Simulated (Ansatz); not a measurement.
Band structure of ZnGe₃ (Pm-3m, 4 atoms in the cell).

```xyz
4
Lattice="4.2224 0.0000 0.0000 0.0000 4.2224 0.0000 0.0000 0.0000 4.2224" Properties=species:S:1:pos:R:3 pbc="T T T"
Zn     0.0000     0.0000     0.0000
Ge     0.0000     2.1112     2.1112
Ge     2.1112     0.0000     2.1112
Ge     2.1112     2.1112     0.0000
```

Method of the run: PBEsol, PAW files made with PBE (plane waves; Ansatz, a quantum-chemistry and plane-wave program).

Settings: basis.ecutwfc = 420 eV; kpoints.mp_grid.grid = 10 10 10; hamiltonian.xc = pbesol; hamiltonian.pseudopotentials = {kind: paw} (the program's default PAW files); scf.occupations.method = gaussian; scf.occupations.width = 0.136 eV; kpoints.band_path.npoints = 8.

The starting cell comes from a database of computed structures (which also holds hypothetical and non-ambient phases and stackings), without a prior relaxation at this level.

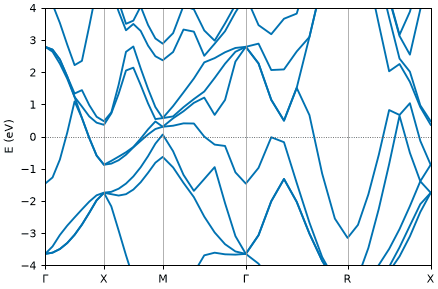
Figure. Bands along the path, energies from the Fermi level.

Levels in eV from the Fermi level, bands 24 to 31:
```json
[
 {"point": "Γ", "24": "-3.65", "25": "-3.65", "26": "-3.65", "27": "-1.46", "28": "2.79", "29": "2.79", "30": "2.79", "31": "4.36"},
 {"point": "X", "24": "-1.75", "25": "-1.75", "26": "-1.74", "27": "-0.88", "28": "-0.88", "29": "0.36", "30": "0.48", "31": "4.98"},
 {"point": "M", "24": "-5.97", "25": "-0.63", "26": "0.06", "27": "0.30", "28": "0.30", "29": "0.57", "30": "0.57", "31": "2.37"},
 {"point": "R", "24": "-5.56", "25": "-4.68", "26": "-4.68", "27": "-4.68", "28": "-3.15", "29": "6.92", "30": "6.92", "31": "7.05"}
]
```

Bands cross the Fermi level along this path, so the cell is metallic at this level.

Keys are those of Ansatz 0.2.
